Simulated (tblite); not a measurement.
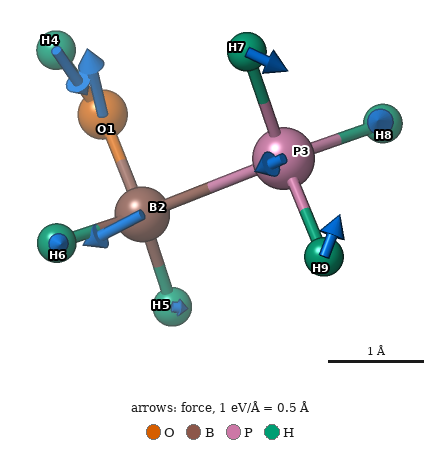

Starting geometry of BPH6O with the computed forces as blue arrows. The picture is a ball-and-stick view, seen at a tilt.

These are results of tblite 0.8.0, GFN2-xTB geometry optimisation, gas phase, not measurements. 

Is this structure relaxed? If not, where do the atoms go?

Answer. It isn't relaxed: the largest force vector, on O1, is 1.84 eV/Å. The final displacements have little in common with the starting forces (cosine between the two patterns 0.24). After 139 geometry steps the energy has fallen by 1.073 eV. The largest move after the best rigid fit is that of H6, 2.08 Å. By element the largest moves are H 2.08 Å, O 1.26 Å, B 1.08 Å, P 0.89 Å. Some distances before and after: B2–P3 1.907 → 3.718 Å, O1–P3 2.768 → 2.569 Å, O1–B2 1.457 → 1.326 Å, O1–H4 0.996 → 0.959 Å. Bonds break: B2–P3 (1.91 → 3.72 Å). Among the angles between lasting bonds that change: H7–P3–H9 110.1° → 91.9°, H7–P3–H8 109.0° → 92.6°, H5–B2–H6 107.9° → 121.7°.
